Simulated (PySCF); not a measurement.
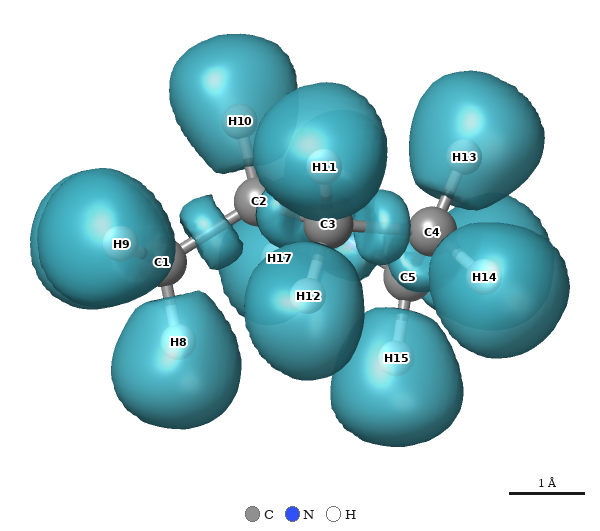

Figure 1: C₅H₁₁N. Isosurface of the ELF at 0.75 (cyan), seen from one side. Core shells and regions of very low density are left out.

Geometry: GFN2-xTB, coordinate held.

The calculation used PBE0/pcSseg-1, SCF density, gas phase, non-relativistic in PySCF 2.14.0.

```yaml
atoms:
  - { symbol: C, position_ang: [1.9235, 0.0401, 0.5497] }
  - { symbol: C, position_ang: [0.7648, 0.1615, -0.4391] }
  - { symbol: C, position_ang: [-0.1298, -1.0922, -0.4360] }
  - { symbol: C, position_ang: [-1.5494, -0.5309, -0.4794] }
  - { symbol: C, position_ang: [-1.4022, 0.7514, 0.3312] }
  - { symbol: N, position_ang: [-0.1362, 1.2784, -0.1459] }
  - { symbol: H, position_ang: [2.5318, 0.9425, 0.5354] }
  - { symbol: H, position_ang: [1.5464, -0.1113, 1.5603] }
  - { symbol: H, position_ang: [2.5565, -0.8042, 0.2861] }
  - { symbol: H, position_ang: [1.1800, 0.3313, -1.4424] }
  - { symbol: H, position_ang: [0.0856, -1.7539, -1.2723] }
  - { symbol: H, position_ang: [0.0213, -1.6496, 0.4904] }
  - { symbol: H, position_ang: [-1.8239, -0.2818, -1.5040] }
  - { symbol: H, position_ang: [-2.2896, -1.2125, -0.0653] }
  - { symbol: H, position_ang: [-1.4017, 0.5190, 1.4097] }
  - { symbol: H, position_ang: [-2.1976, 1.4742, 0.1362] }
  - { symbol: H, position_ang: [0.2775, 1.9445, 0.4951] }
```

Identify the bonds, lone pairs and shells in this picture.

The ELF exceeds this value in four regions between bonded C–C atoms (shared pairs), ten regions around hydrogen nuclei and one joined region spread over several atoms (H, N), in which their bonds and any lone pairs are merged. Along the contacts the grid gives the following. C–N (1.45 Å): the ELF peaks at about 0.95 between the atoms (a shared electron pair). C–C (1.52 Å): the ELF peaks at about 0.95 between the atoms; a covalent bond.
